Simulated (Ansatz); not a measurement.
CH2F2Ge (SMILES F[CH2][Ge][F])

```xyz
6

C    -0.3950   -1.5477    0.2127
F     0.3422   -2.3493    1.0820
F    -2.4760   -1.2668   -1.5822
Ge   -1.8626   -2.6540   -0.6186
H    -0.8083   -0.6970    0.7763
H     0.2804   -1.1402   -0.5556
```

Geometry: PBE0-D3(BJ)/pcseg-1.

These are results of Ansatz 0.2.0, isolated molecule in a Gaussian basis; Kohn-Sham density functional theory, functional PBE0, not measurements.

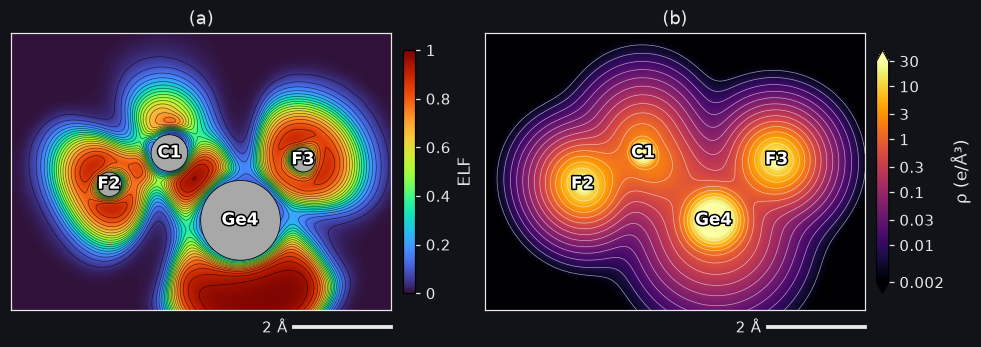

Figure 1. (a) ELF; (b) total electron density on the plane of atoms F2, C1 and Ge4. Grey discs cover the atomic cores in the ELF map.

Interpret the plot.

- Atoms in the plane: C, F and Ge.
- C–F (1.39 Å): ρ at the midpoint is about 2 e/Å³, with its minimum of 1.6 e/Å³ about 0.5 Å from C; the ELF peaks at about 0.80 between the atoms; a polar covalent bond.
- Ge–F (1.80 Å): ρ at the midpoint is about 0.85 e/Å³; the ELF peaks at about 0.80 in the valence shell of F, 0.5 Å from its nucleus, and is about 0.25 at the midpoint.
- C–Ge (2.02 Å): the density is about 0.84 e/Å³ at the midpoint; the ELF peaks at about 0.95 in the valence shell of C, 0.7 Å from its nucleus, and is about 0.75 at the midpoint.
- The ELF also peaks beside F2 and F3, away from the bonds: lone-pair regions.

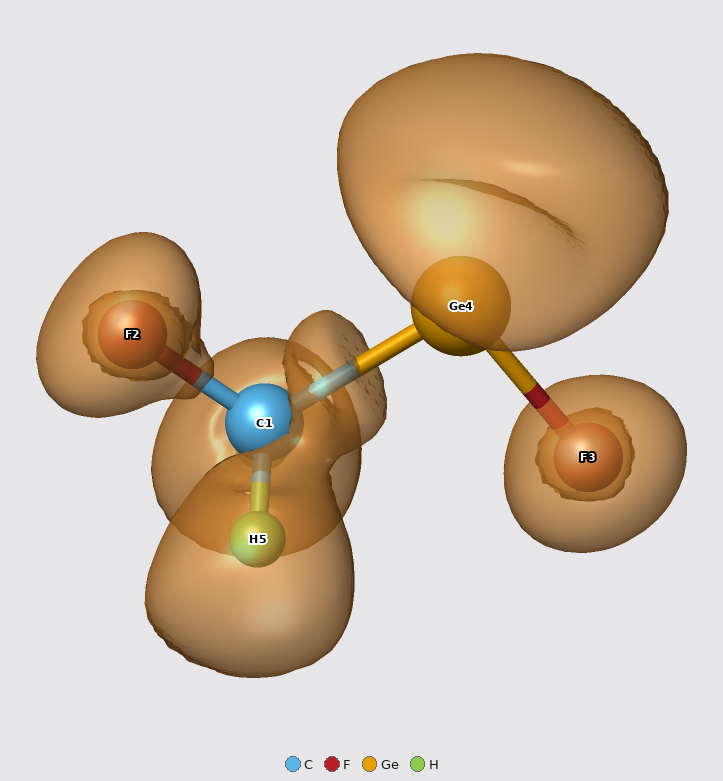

Figure 2. Isosurface of the ELF at 0.75 (orange), seen at a tilt. Only the valence region is drawn (cores and ρ < 0.01 e/Å³ removed).

Where are the electrons localised?

The ELF exceeds this value in one region on F in which the atom's valence shell and bonds are merged, one lobe on Ge, pointing away from the bonds (lone pairs), one region wrapped around F (its valence shell) and one joined region spread over several atoms (C, H), in which their bonds and any lone pairs are merged.

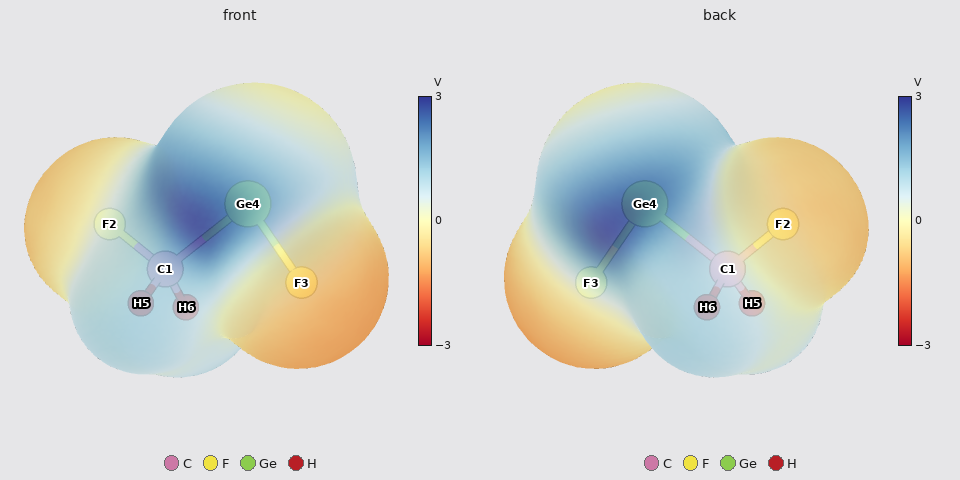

Figure 3. The molecular electrostatic potential painted on the density surface at 0.002 e/bohr³, seen from the front and from behind; red is negative and blue positive.

Where is the surface potential most negative and most positive?

The most negative region (about −1.2 V) lies over F3, the most positive (about +2.8 V) over Ge4.

What dipole moment does the calculation give?

Its dipole moment is 0.49 D.
